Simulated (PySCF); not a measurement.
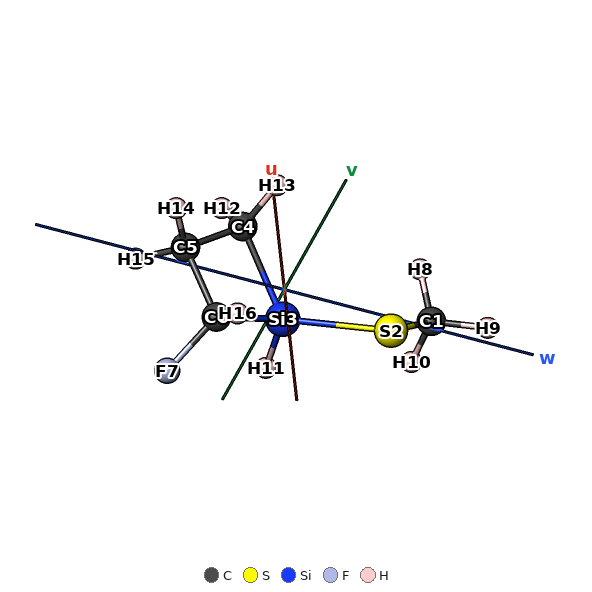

The lines u, v and w are the principal axes of the static dipole polarisability. The computed structure is the end point of a GFN2-xTB optimisation. No frequency run is at hand to confirm it as a minimum. Computed with PBE0/def2-SVPD (PySCF 2.14.0).

### Along which axis is the molecule most polarisable, and along which least?

Most along w, least along v.

### Give the three principal values.

u 85.3, v 80.7, w 118.3 bohr³; mean 94.8, anisotropy 35.5 bohr³.

The geometry is semi-empirical. Around Si such bond lengths and angles can be off by a tenth of an ångström or more and by several degrees, and values that hang on the shape move with them.
